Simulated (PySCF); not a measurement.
# C₄H₈OSi: electronic excitations and core binding energies

Wanted: the electronic excitations and core binding energies of C₄H₈OSi (`O=CC1([SiH3])CC1`), by calculation.

The runs use PySCF 2.14.0, with density-fitted response routines of our own; the level of theory stands in each step. All values are computed, except where a source is named. Atoms count from 0, in the outputs and in this text.

## 1. The starting structure

14 atoms, charge 0, multiplicity 1; geometry from: GFN2-xTB.

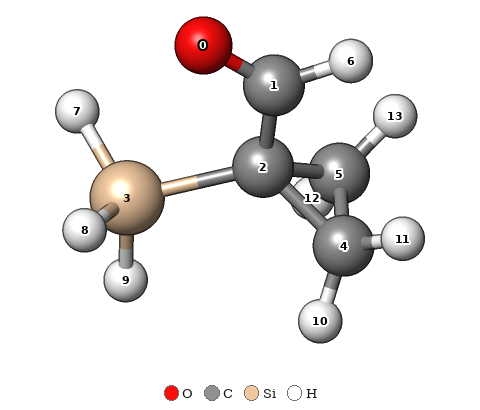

The starting geometry (oxygen red, carbon grey, silicon light orange, hydrogen white), atoms numbered; sticks join atoms by distance.

## 2. TDDFT and polarisability: CAM-B3LYP/def2-SVPD

The job: settings as JSON, then the geometry in Å.

```
{"job": {"kind": "uv", "xc": "CAM-B3LYP", "basis": "def2-SVPD", "nstates": 8, "ntriplets": 3}, "charge": 0, "multiplicity": 1}
O     -0.372939     2.003854     1.411178
C     -0.872651     1.010740     0.942118
C     -0.127624     0.087299     0.096067
Si     1.660366     0.678041    -0.128827
C     -0.895068    -0.615248    -1.007203
C     -0.489455    -1.382725     0.189838
H     -1.934348     0.757307     1.141781
H      2.313571     0.709540     1.174485
H      1.647809     1.974011    -0.797287
H      2.306622    -0.322396    -0.988091
H     -0.371265    -0.780435    -1.936214
H     -1.938720    -0.362446    -1.130458
H      0.322175    -2.089136     0.106772
H     -1.249151    -1.668879     0.903676
```

Method: TDDFT CAM-B3LYP/def2-SVPD, vertical, gas phase, core orbitals frozen in the response.

Run with:

```bash
$ OMP_NUM_THREADS=1 python probes_run.py task.json out
```

This one command runs all jobs of the session in turn.

The log of the run:

```text
coarse grid: 12016 points
cycle   1  E = -521.3372386366  dE =  9.531e-01  |g| = 7.592e-01  |ddm| = 5.780e+00
cycle   2  E = -521.1137760833  dE =  2.235e-01  |g| = 1.356e+00  |ddm| = 2.888e+00
cycle   3  E = -521.4615498781  dE = -3.478e-01  |g| = 6.744e-02  |ddm| = 1.954e+00
cycle   4  E = -521.4623424791  dE = -7.926e-04  |g| = 4.874e-02  |ddm| = 2.490e-01
cycle   5  E = -521.4629315619  dE = -5.891e-04  |g| = 6.307e-03  |ddm| = 9.265e-02
cycle   6  E = -521.4629453577  dE = -1.380e-05  |g| = 2.083e-03  |ddm| = 2.454e-02
cycle   7  E = -521.4629469480  dE = -1.590e-06  |g| = 8.426e-04  |ddm| = 8.531e-03
final grid: 110944 points
cycle   8  E = -521.5505744987  dE = -2.836e-05  |g| = 3.466e-03  |ddm| = 9.919e-02
cycle   9  E = -521.5505729915  dE =  1.507e-06  |g| = 4.662e-03  |ddm| = 1.319e-02
cycle  10  E = -521.5505774508  dE = -4.459e-06  |g| = 7.229e-04  |ddm| = 6.230e-03
cycle  11  E = -521.5505775511  dE = -1.003e-07  |g| = 1.797e-04  |ddm| = 1.060e-03
cycle  12  E = -521.5505775588  dE = -7.743e-09  |g| = 5.574e-05  |ddm| = 4.845e-04
cycle  13  E = -521.5505775597  dE = -8.633e-10  |g| = 1.180e-05  |ddm| = 1.451e-04
converged SCF energy = -521.5505775597

Static polarisability (au): isotropic 74.319, principal 63.330 74.812 84.816

Singlet excitations
state   eV       nm        f      main configurations
  1   4.5020    275.4   0.00021   H->L 0.95
  2   6.8277    181.6   0.00150   H-2->L 0.95
  3   7.2203    171.7   0.15365   H-1->L 0.84
  4   7.5593    164.0   0.06382   H->L+1 0.58, H->L+5 0.27
  5   8.0069    154.8   0.06588   H->L+2 0.73, H->L+3 0.17
  6   8.2498    150.3   0.00007   H-3->L 0.47, H-5->L 0.29, H->L+4 0.12
  7   8.3044    149.3   0.01867   H->L+5 0.34, H->L+3 0.19, H->L+1 0.16
  8   8.4148    147.3   0.00228   H->L+4 0.49, H-1->L+1 0.15, H-1->L+2 0.12

Triplet excitations (Tamm-Dancoff, eV): 3.9267 5.6038 6.5887
```

Run time: 29 s. Hardware: 1 thread of Arm Neoverse V2, shared host; peak memory 0.86 GiB.

Frontier orbitals and where they lie:

| orbital | eV | atoms |
| --- | --- | --- |
| HOMO−3 | -11.05 | Si3 38 %, H9 34 %, H7 6 % |
| HOMO−2 | -10.15 | C2 25 %, C4 20 %, C5 17 % |
| HOMO−1 | -10.13 | C2 28 %, C5 17 %, C4 14 % |
| HOMO | -9.10 | O0 58 %, C1 16 %, C2 10 % |
| LUMO | 0.34 | C1 36 %, O0 32 %, H6 7 % |
| LUMO+1 | 1.18 | Si3 26 %, C5 11 %, C4 11 % |
| LUMO+2 | 1.60 | Si3 40 %, H9 12 %, H8 10 % |

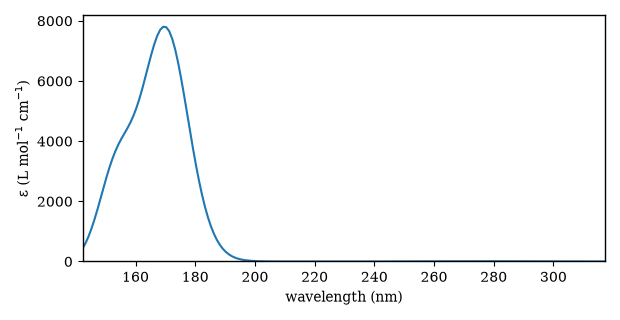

Absorption spectrum: each of the 8 states is a Gaussian band of 0.4 eV half-width at 1/e. Beyond the last state computed it falls off for lack of states.

Ground-state properties from the same run:

| property | computed |
| --- | --- |
| dipole moment (D) | 3.24 |
| polarisability (Å³) | 11.01 |
| HOMO–LUMO gap (eV) | 9.43 |
| −ε(HOMO) (eV) | 9.10 |

## 3. Core-electron binding energies: SCAN, X2C

Settings changed since step 2:

```diff
@@ -1,2 +1,2 @@
-{"job": {"kind": "uv", "xc": "CAM-B3LYP", "basis": "def2-SVPD", "nstates": 8, "ntriplets": 3}, "charge": 0, "multiplicity": 1}
+{"job": {"kind": "xps"}, "charge": 0, "multiplicity": 1}
 O     -0.372939     2.003854     1.411178
```

With the program's defaults for keys left out, this is: delta-SCF UKS SCAN, pcX-2 on the ionised atom, pcseg-1 elsewhere, spin-free X2C.

The log of the run:

```text
ground state, core basis on atom 0 (O), 159 functions
  cycle   1  E = -522.31150530  |g| = 8.31e-01
  cycle   2  E = -521.57210427  |g| = 2.04e+00
  cycle   3  E = -522.42507873  |g| = 2.96e-01
  cycle   4  E = -522.44297711  |g| = 1.24e-01
  cycle   5  E = -522.44692338  |g| = 2.22e-02
  cycle   6  E = -522.44701141  |g| = 1.11e-02
  cycle   7  E = -522.44704045  |g| = 1.84e-03
  cycle   8  E = -522.44704121  |g| = 3.39e-04
  E(ground) = -522.48730101 Eh
hole in O 1s of atom 0
  cycle   1  E = -501.84671230  |g| = 2.22e+00
  cycle   2  E = -500.93119091  |g| = 2.37e+00
  cycle   3  E = -502.42985775  |g| = 6.90e-01
  cycle   4  E = -502.45675040  |g| = 6.33e-01
  cycle   5  E = -502.68373908  |g| = 7.75e-02
  cycle   6  E = -502.68686881  |g| = 3.30e-02
  cycle   7  E = -502.68743809  |g| = 7.33e-03
  cycle   8  E = -502.68746115  |g| = 3.34e-03
  cycle   9  E = -502.68746526  |g| = 1.50e-03
  cycle  10  E = -502.68746635  |g| = 4.50e-04
  E(ion) = -502.72875038 Eh   <S^2> = 0.7667   hole on atom = 1.000   binding energy = 537.658 eV
ground state, core basis on atom 1 (C), 159 functions
  cycle   1  E = -522.42237597  |g| = 8.22e-02
  cycle   2  E = -522.41829790  |g| = 1.55e-01
  cycle   3  E = -522.42286926  |g| = 3.16e-02
  cycle   4  E = -522.42306931  |g| = 5.98e-03
  cycle   5  E = -522.42307547  |g| = 6.88e-04
  cycle   6  E = -522.42307749  |g| = 2.15e-04
  E(ground) = -522.46574131 Eh
hole in C 1s of atom 1
  cycle   1  E = -511.08766816  |g| = 1.50e+00
  cycle   2  E = -508.74032944  |g| = 2.33e+00
  cycle   3  E = -511.35181924  |g| = 6.95e-01
  cycle   4  E = -511.38194040  |g| = 7.51e-01
  cycle   5  E = -511.59942909  |g| = 3.03e-01
  cycle   6  E = -511.64362888  |g| = 7.97e-02
  cycle   7  E = -511.64651470  |g| = 2.57e-02
  cycle   8  E = -511.64688642  |g| = 5.82e-03
  cycle   9  E = -511.64693176  |g| = 3.58e-03
  cycle  10  E = -511.64695837  |g| = 2.18e-03
  cycle  11  E = -511.64697107  |g| = 1.35e-03
  cycle  12  E = -511.64697371  |g| = 6.96e-04
  cycle  13  E = -511.64697322  |g| = 2.92e-04
  E(ion) = -511.68780342 Eh   <S^2> = 0.7980   hole on atom = 1.000   binding energy = 293.283 eV
ground state, core basis on atom 2 (C), 159 functions
  cycle   1  E = -522.42109829  |g| = 6.20e-02
  cycle   2  E = -522.42065156  |g| = 5.44e-02
  cycle   3  E = -522.42067590  |g| = 5.32e-02
  cycle   4  E = -522.42123241  |g| = 9.12e-03
  cycle   5  E = -522.42125169  |g| = 1.34e-03
  cycle   6  E = -522.42125301  |g| = 3.44e-04
  E(ground) = -522.46420931 Eh
hole in C 1s of atom 2
  cycle   1  E = -511.15452917  |g| = 1.53e+00
  cycle   2  E = -509.78250717  |g| = 2.30e+00
  cycle   3  E = -511.57388570  |g| = 6.38e-01
  cycle   4  E = -511.57634973  |g| = 6.37e-01
  cycle   5  E = -511.73753858  |g| = 9.30e-02
  cycle   6  E = -511.74077270  |g| = 2.98e-02
  cycle   7  E = -511.74121073  |g| = 9.50e-03
  cycle   8  E = -511.74126260  |g| = 3.03e-03
  cycle   9  E = -511.74126968  |g| = 1.53e-03
  cycle  10  E = -511.74127225  |g| = 6.20e-04
  cycle  11  E = -511.74127278  |g| = 1.76e-04
  E(ion) = -511.78280421 Eh   <S^2> = 0.7719   hole on atom = 1.000   binding energy = 290.656 eV
ground state, core basis on atom 3 (Si), 170 functions
  cycle   1  E = -522.51292540  |g| = 2.87e-01
  cycle   2  E = -522.51299335  |g| = 3.72e-02
  cycle   3  E = -522.51297322  |g| = 2.95e-02
  cycle   4  E = -522.51308505  |g| = 1.16e-02
  cycle   5  E = -522.51311003  |g| = 3.18e-03
  cycle   6  E = -522.51311418  |g| = 5.51e-04
  cycle   7  E = -522.51311434  |g| = 9.58e-05
  E(ground) = -522.51398680 Eh
hole in Si 1s of atom 3
  cycle   1  E = -453.59640680  |g| = 4.35e+00
  cycle   2  E = -453.59730289  |g| = 2.16e+00
  cycle   3  E = -454.24916433  |g| = 8.45e-01
  cycle   4  E = -454.54977902  |g| = 5.05e-01
  cycle   5  E = -454.61358349  |g| = 3.05e-01
  cycle   6  E = -454.65377618  |g| = 4.39e-02
  cycle   7  E = -454.65453165  |g| = 1.96e-02
  cycle   8  E = -454.65472252  |g| = 6.01e-03
  cycle   9  E = -454.65474021  |g| = 2.11e-03
  cycle  10  E = -454.65474211  |g| = 3.32e-04
  E(ion) = -454.66317201 Eh   <S^2> = 0.7522   hole on atom = 1.000   binding energy = 1846.315 eV
hole in Si 2p of atom 3
  cycle   1  E = -518.25321627  |g| = 1.23e+00
  cycle   2  E = -518.07462235  |g| = 1.12e+00
  cycle   3  E = -518.51662625  |g| = 3.37e-01
  cycle   4  E = -518.55948440  |g| = 2.08e-01
  cycle   5  E = -518.57130003  |g| = 1.09e-01
  cycle   6  E = -518.57651706  |g| = 1.96e-02
  cycle   7  E = -518.57671162  |g| = 5.24e-03
  cycle   8  E = -518.57672319  |g| = 2.48e-03
  cycle   9  E = -518.57672621  |g| = 4.53e-04
  E(ion) = -518.58873324 Eh   <S^2> = 0.7524   hole on atom = 1.002   binding energy = 106.812 eV
  2p3/2 = 106.592 eV   2p1/2 = 107.215 eV
ground state, core basis on atom 4 (C), 159 functions
  cycle   1  E = -522.41985864  |g| = 5.99e-02
  cycle   2  E = -522.41987317  |g| = 2.29e-02
  cycle   3  E = -522.41991116  |g| = 2.09e-02
  cycle   4  E = -522.42002300  |g| = 5.17e-03
  cycle   5  E = -522.42002668  |g| = 2.40e-03
  cycle   6  E = -522.42002806  |g| = 2.92e-04
  E(ground) = -522.46261723 Eh
hole in C 1s of atom 4
  cycle   1  E = -511.14486328  |g| = 1.51e+00
  cycle   2  E = -509.93479864  |g| = 2.14e+00
  cycle   3  E = -511.53073333  |g| = 6.56e-01
  cycle   4  E = -511.54496264  |g| = 6.50e-01
  cycle   5  E = -511.71278170  |g| = 1.23e-01
  cycle   6  E = -511.71898873  |g| = 3.17e-02
  cycle   7  E = -511.71948849  |g| = 9.41e-03
  cycle   8  E = -511.71952933  |g| = 5.75e-03
  cycle   9  E = -511.71954953  |g| = 1.78e-03
  cycle  10  E = -511.71955205  |g| = 9.02e-04
  cycle  11  E = -511.71955272  |g| = 4.57e-04
  E(ion) = -511.76083372 Eh   <S^2> = 0.7710   hole on atom = 1.000   binding energy = 291.210 eV
```

Wall time 61 s (1 thread of Arm Neoverse V2, shared host); peak memory 0.63 GiB.

The holes in one table. −ε is the ground-state orbital energy:

| hole | stands for | environment | ΔSCF (eV; 2p as the shell's mean) | −ε (eV) | ⟨S²⟩ |
| --- | --- | --- | --- | --- | --- |
| O1s on O0 | O0 | aldehyde oxygen | 537.66 | 516.6 | 0.767 |
| C1s on C1 | C1 | aldehyde carbonyl carbon | 293.28 | 276.1 | 0.798 |
| C1s on C2 | C2 | three-membered-ring carbon | 290.66 | 274.2 | 0.772 |
| Si1s on Si3 | Si3 | silicon bonded to C, 3 H | 1846.31 | 1793.1 | 0.752 |
| Si2p on Si3 | Si3 | silicon bonded to C, 3 H | 106.80 | 96.0 | 0.752 |
| C1s on C4 | C4, C5 | three-membered-ring carbon | 291.21 | 274.5 | 0.771 |

Each hole run stands for the others of its class of like atoms.

With the spin-orbit splitting: Si3 2p3/2 106.59, 2p1/2 107.22 eV. The table gives each 2p level as the mean over the whole 2p shell (two parts 2p3/2, one part 2p1/2), which differs a little from the single hole in the log.

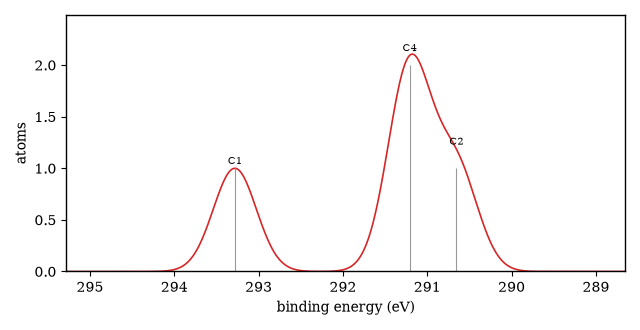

The C1s photoelectron lines, weighted by the number of atoms. Lines are broadened to a width of 0.60 eV (Gaussian).

## 4. What came out

| quantity | value |
| --- | --- |
| lowest singlet (CAM-B3LYP/def2-SVPD) | 4.50 eV (275 nm), f = 0.000 |
| brightest single state of those computed | state 3, 7.22 eV, f = 0.154 |
| lowest triplet | 3.93 eV |
| C1s binding energies, SCAN/pcX-2 | C1 293.28, C4 291.21, C2 290.66 eV |
| O1s binding energies, SCAN/pcX-2 | O0 537.66 eV |
| Si1s binding energies, SCAN/pcX-2 | Si3 1846.31 eV |
| Si2p binding energies, SCAN/pcX-2 | Si3 106.80 eV |

What this shows: The first singlet state (HOMO→LUMO 0.95) lies at 4.50 eV and is dark; of the 8 states computed, the strongest absorption comes from state 3 at 7.22 eV. The lowest triplet lies 0.58 eV below the lowest singlet (triplets in Tamm-Dancoff, singlets in full TDDFT). C1 (aldehyde carbonyl carbon) binds its C1s electron 2.63 eV more tightly than C2 (three-membered-ring carbon).
